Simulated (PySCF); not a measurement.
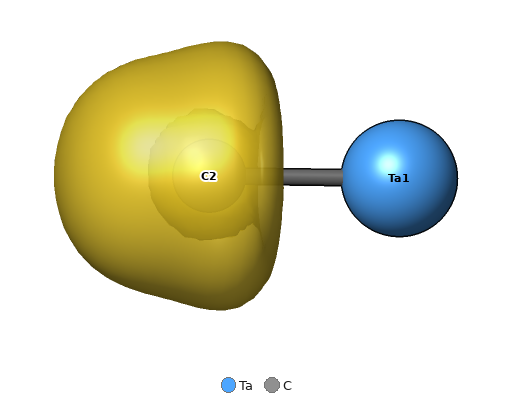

Figure 1: TaC (doublet). Isosurface of the electron localisation function at 0.75 (yellow), seen from one side. Core shells and regions of very low density are left out.

Core potentials replace the inner electrons of Ta.

The calculation used PySCF, PBE0/cc-pVDZ(-PP), non-relativistic Hamiltonian with scalar-relativistic core potentials where named, at a bond length of 1.729 Å.

Question: Describe the localisation domains.

Answer: The surface consists of one ring or bowl of non-bonding electrons around C.

Values along the shortest contacts:
C–Ta (1.73 Å): the ELF peaks at about 0.70 in the valence shell of C, 0.6 Å from its nucleus, and is about 0.45 at the midpoint.
